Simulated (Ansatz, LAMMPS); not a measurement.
# An extra electron or hole in glassy 65SiO2-8Al2O3-28SrO (mol %) (115 atoms): runs compared

Aim: add and remove one electron in glassy 65SiO2-8Al2O3-28SrO (mol %) (115 atoms), with atoms held and relaxed, and read trapping energy and localisation.

Computed with Ansatz 0.2.0: Kohn-Sham DFT, PBE, PAW (set soft_2), plane waves.

## (1) The cell as built

The cell holds 115 atoms: 26 Si, 6 Al, 11 Sr and 72 O. Its edges and angles: a = 11.727 Å, b = 11.727 Å, c = 11.727 Å, α = 90.0°, β = 90.0°, γ = 90.0°. 115 atoms (26 Si, 6 Al, 11 Sr, 72 O) placed at random at 2.97 g/cm³, melted at 4000 K for 10 ps at fixed volume with the Morse and Coulomb pair potential with partial charges (Pedone, Malavasi, Menziani, Cormack and Segre, J. Phys. Chem. B 110, 11780 (2006)). Quenched from 4000 K to 300 K at 20 K/ps and fixed volume, held 10 ps at zero pressure.

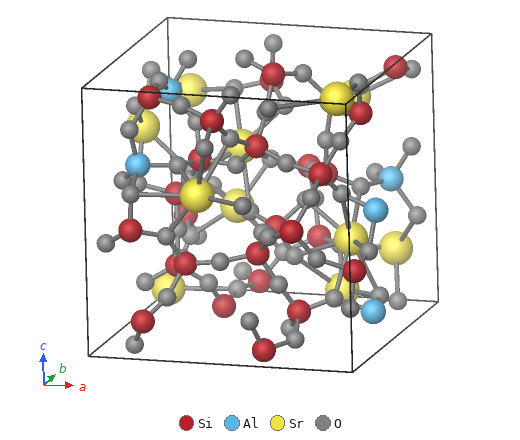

The cell as built.

Limits known from the start: The quench rate of 20 K/ps is many orders above laboratory rates, so the cell is likely richer in defects and strain than a real sample. The network of bonds at the start is that of the classical potential that made the cell, and needn't be the one that DFT or experiment would give. Sampling is at Γ alone, for a cell whose shortest periodic width is 12 Å.

## (2) The reference run

The reference is a single point at the end of the relaxation.

The charged cells start from the geometry of this run, on a uniform background, with spin and a narrow Fermi–Dirac smearing.

Its input, with most atom lines left out:

```yaml
crystal:
  lattice:
    - [11.72738, 0.0, 0.0]
    - [0.0, 11.72738, 0.0]
    - [0.0, 0.0, 11.72738]
  atoms:
    - { symbol: Si, position: [0.30773, 0.20142, 0.3082] }
    - { symbol: Si, position: [0.90409, 0.84738, 0.9138] }
    - { symbol: Si, position: [0.14613, 0.07381, 0.45376] }
    - { symbol: Si, position: [0.91913, 0.43777, 0.84397] }
    - { symbol: Si, position: [0.19519, 0.19251, 0.91319] }
    - { symbol: Si, position: [0.30652, 0.39165, 0.64877] }
    - { symbol: Si, position: [0.56438, 0.27816, 0.36303] }
    [... atom lines 8 to 115 left out ...]
kpoints:
  mp_grid: { grid: [1, 1, 1] }
hamiltonian:
  xc: pbe
scf:
  occupations: { method: fixed }
output:
  forces: true
  stress: true
  populations: true
  dos:
    method: { smearing: { sigma: 0.08 } }
    de: 0.1
    projected: { site_lists: { Al: [Al], O: [O], Si: [Si], Sr: [Sr] } }
  eigenvalues: true
  write_density: true
  write_potential: true
  volumetric_format: npy
```

```
free energy per atom   : -867.3565 eV/atom
r.m.s. force component : 0.00456 eV/Å
pressure               : 1.173 GPa
```

Filled and empty levels are parted by 3.99 eV (at Γ alone); a semilocal functional tends to put such gaps too low. In a disordered cell it changes from sample to sample, and tail or defect levels can set it.

## (3) The runs

Each row is one run, on 4 threads of Arm Neoverse V2, shared host. The free energy is the program's total, comparable only between runs with the same functional, potentials and atoms; between charge states it hangs on the program's zero of potential.

```
                                              run  atoms    outcome  ionic steps, all passes  free energy (eV)     time  host memory (GiB)
                        Single point at the start    115  converged                        -        -99735.351     19 s                2.0
                                       Relaxation    115  converged                       18        -99745.999  3.9 min                1.9
             Single point at the relaxed geometry    115  converged                        -        -99745.999     32 s                2.2
                    An extra electron, atoms held    115  converged                        -        -99737.613     91 s                3.8
                 An extra electron, atoms relaxed    115  converged                        5        -99737.623  3.7 min                3.7
An extra electron, levels at the relaxed geometry    115  converged                        -        -99737.623     93 s                3.7
          Neutral at the geometry of the electron    115  converged                        -        -99745.992     31 s                2.2
                        An extra hole, atoms held    115  converged                        -        -99750.261  2.2 min                3.7
                     An extra hole, atoms relaxed    115  converged                        8        -99750.382  8.6 min                3.7
    An extra hole, levels at the relaxed geometry    115  converged                        -        -99750.382  2.1 min                3.7
              Neutral at the geometry of the hole    115  converged                        -        -99745.857     32 s                2.2
```

In some runs the program notes that starting moments were not kept.

A closer look about O77, which holds the most spin of the extra hole after relaxation: 8 atoms, nearest first, numbered in the order of the input, with positions taken from that point.

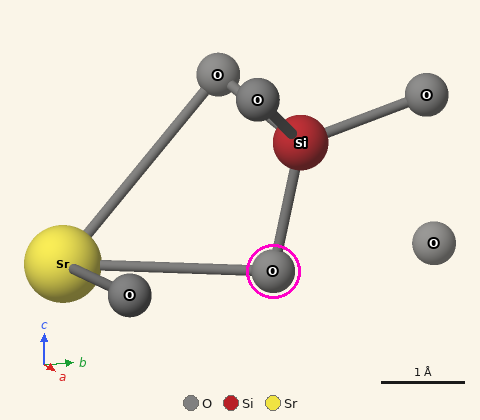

The atoms of the table, within 2.8 Å (arrows a, b, c point along x, y, z); some may hide others; the central atom is ringed.

```
atom      x      y      z  distance (Å)  intrinsic-atomic-orbital charge (e)  moment (μB)
 O77   0.00   0.00   0.00          0.00                                -0.98         0.13
Si25   0.06   0.33   1.58          1.61                                 1.67         0.00
 O44  -1.33  -0.31   2.21          2.59                                -0.91         0.01
Sr38  -1.18  -2.32   0.00          2.60                                 1.81         0.00
 O67   1.24  -0.55   2.36          2.72                                -0.88         0.01
 O52   0.25   1.86   2.12          2.84                                -0.96         0.00
 O80   1.67  -2.29   0.11          2.84                                -0.90         0.01
 O65  -1.45   2.44  -0.03          2.84                                -0.94         0.04
```

## (4) Energies and spread of the extra charge

Energies are differences within one cell and functional; the shift is the gain plus the neutral cell's energy at the new geometry, that is how much cheaper the vertical process becomes there. The spread is the participation number of the site moments (1/Σw², over the spin inside atomic spheres), with the atom that holds the largest share and the spin that the spheres hold in all.

```
 carrier  charged less neutral, atoms held (eV)  gain on relaxing (eV)  neutral cell at that geometry, less the reference (eV)  shift of the vertical energy (eV)       spread, atoms held          spread, relaxed
electron                                  8.386                  0.009                                                   0.007                              0.016                        -                        -
    hole                                 -4.262                  0.121                                                   0.142                              0.263  14; O74 13 % of 0.76 μB  10; O77 17 % of 0.76 μB
```

## (5) What came out

The extra electron gains 0.0094 eV as the atoms relax: so small a gain shows no trapping at this level. The cell with the electron keeps a moment of only 0.00 μB where one unpaired electron should give 1 μB: the carrier is shared between both spins, which can hide trapping. The extra hole gains 0.12 eV as the atoms relax, and its spin goes from about 14 to 10 atoms. The hole is shared among 2 partly filled levels, as near-degenerate levels under the smearing give, and as self-interaction favours. Adding the two vertical energies gives 4.12 eV, against a gap of 3.99 eV in the neutral cell. The zero of the potential cancels in this sum; the excess isn't taken apart here: charging of a small cell, filling of bands on a coarse mesh and the attraction to the background can all enter.

Caveats: Single energies of charged cells hang on the program's zero of potential. In the spin-polarised runs the search for a state of lower energy was switched off. No distortion was seeded, so a trapped state behind a barrier can't be found. Local and semilocal functionals favour spread-out charges, so trapping can be missed. Charged cells carry a uniform background, with no correction for images.

The DFT runs together took 25 min of wall time.

[Logs are printed without paths, hosts, clocks, repeated set-up lines and the standing remarks that a program may print on its own settings, such as how far it seeks lower states.]

[Hosts, paths, dates, database ids (printed as entryN), source tags and the programs' standing remarks are cut or masked in the printed files.]
